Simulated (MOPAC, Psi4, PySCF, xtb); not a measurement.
Intermolecular potential of HF ··· C2H6 (SMILES F and CC). Monomers: optimised at B3LYP-D3(BJ) (def2-TZVP), held rigid. Orientation: lowest of the rigid-body minima from ten starts at GFN2-xTB. The monomers approach along the line of their centres of mass (distance R); nothing else relaxes.

Geometry at R = 3.20 Å (first 2 atoms: monomer A):
```
10

F      0.4622     0.0000     0.0000
H     -0.4622     0.0000     0.0000
C     -2.7294     0.0914    -0.0473
C     -2.6997    -1.3060     0.5656
H     -3.7541     0.4351    -0.2023
H     -2.2253     0.1110    -1.0155
H     -2.2321     0.8184     0.5978
H     -3.2038    -1.3256     1.5339
H     -1.6751    -1.6498     0.7206
H     -3.1971    -2.0330    -0.0795
```

- GFN1-xTB (xtb)
- RKS-B3LYP/3-21G = restricted B3LYP/3-21G, no counterpoise correction run with PySCF
- PBE-D3(BJ)/def2-TZVP, counterpoise-corrected (Psi4)
- AM1, restricted, heats of formation (MOPAC)
- SCS-MP2/aug-cc-pVDZ = Psi4 with DF-SCS-MP2/aug-cc-pVDZ, frozen core, counterpoise-corrected

Interaction energies in kcal/mol (negative: bound); R is the distance of the centres of mass, d the H2···H6 distance.

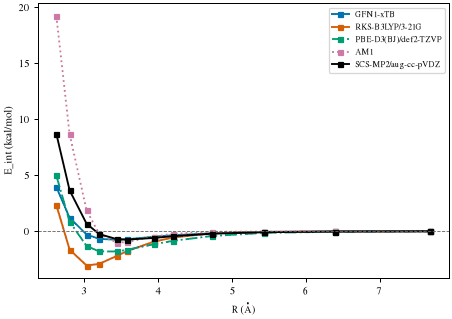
Fig. 1. Interaction energy against separation.

```csv
R / Å,d / Å,GFN1-xTB,RKS-B3LYP/3-21G,PBE-D3(BJ)/def2-TZVP,AM1,SCS-MP2/aug-cc-pVDZ
2.62,1.61,3.94,2.34,4.98,19.24,8.70
2.80,1.74,1.20,-1.64,0.85,8.67,3.65
3.03,1.91,-0.29,-3.07,-1.32,1.87,0.67
3.20,2.04,-0.68,-2.92,-1.80,-0.23,-0.25
3.44,2.23,-0.77,-2.21,-1.81,-1.02,-0.71
3.58,2.35,-0.71,-1.77,-1.65,-0.96,-0.75
3.94,2.66,-0.50,-0.93,-1.17,-0.48,-0.60
4.20,2.90,-0.36,-0.56,-0.86,-0.23,-0.44
4.73,3.38,-0.18,-0.19,-0.42,-0.05,-0.22
5.43,4.04,-0.08,-0.05,-0.15,-0.03,-0.09
6.40,4.98,-0.02,-0.02,-0.04,-0.01,-0.02
7.69,6.24,0.00,-0.01,-0.01,-0.01,0.00
```

Lowest grid point: GFN1-xTB -0.77 kcal/mol at R = 3.44 Å; RKS-B3LYP/3-21G -3.07 kcal/mol at R = 3.03 Å; PBE-D3(BJ)/def2-TZVP -1.81 kcal/mol at R = 3.44 Å; AM1 -1.02 kcal/mol at R = 3.44 Å; SCS-MP2/aug-cc-pVDZ -0.75 kcal/mol at R = 3.58 Å.
